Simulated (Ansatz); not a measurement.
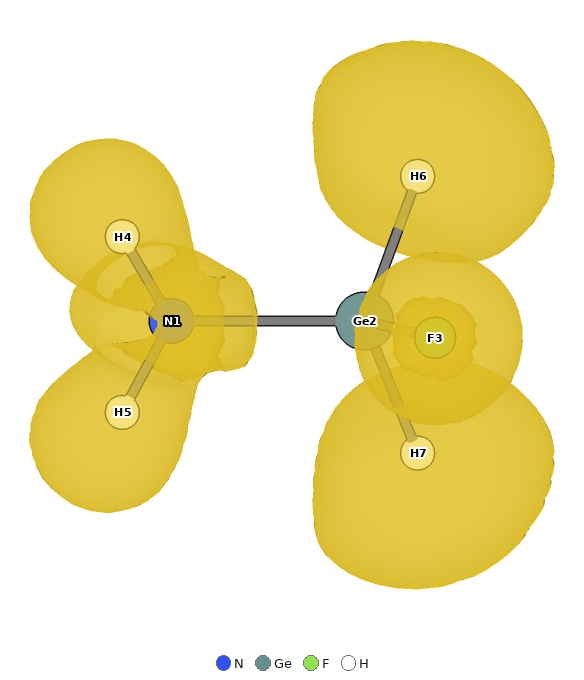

The picture shows: FGeH4N (SMILES [NH2][GeH2][F]). Isosurface of the electron localisation function at 0.75 (yellow), seen across its widest extent. Only the valence region is drawn (cores and ρ < 0.01 e/Å³ removed).

Computed with RKS PBE/def2-SVPD in Ansatz 0.2.0.

The calculation's input:

```
crystal:
  periodic: [false, false, false]
  atoms:
    - { symbol: "N", position_ang: [-0.7891, 0.4797, -0.7189] }
    - { symbol: Ge, position_ang: [0.5529, -0.0382, 0.3724] }
    - { symbol: F, position_ang: [1.62426, 1.33093, 0.59605] }
    - { symbol: H, position_ang: [-0.7745, -0.1106, -1.5549] }
    - { symbol: H, position_ang: [-1.7215, 0.3499, -0.2214] }
    - { symbol: H, position_ang: [1.32745, -1.23817, -0.25585] }
    - { symbol: H, position_ang: [-0.04113, -0.49419, 1.75774] }
basis:
  gaussian: { orbitals: def2-SVPD }
hamiltonian:
  xc: pbe
relax:
  f_tol: 0.015
  max_steps: 40
output:
  orbitals: {}
```

Run with:

```sh
ansatz run input.yaml --threads 2 --pin off --max-ram 3072MiB --backend cpu --events-out ev --progress --plain --runs-dir out
```

The fields are those of the relaxed geometry.

Identify the bonds, lone pairs and shells in this picture.

Answer. At this value the surface marks out two regions around hydrogen nuclei, one region wrapped around F (its valence shell) and one joined region spread over several atoms (H, N), in which their bonds and any lone pairs are merged. Along the contacts the grid gives the following. Ge–F (1.80 Å): the ELF peaks at about 0.80 in the valence shell of F, 0.5 Å from its nucleus, and is about 0.20 at the midpoint. Ge–N (1.83 Å): the ELF peaks at about 0.90 in the valence shell of N, 0.6 Å from its nucleus, and is about 0.50 at the midpoint.
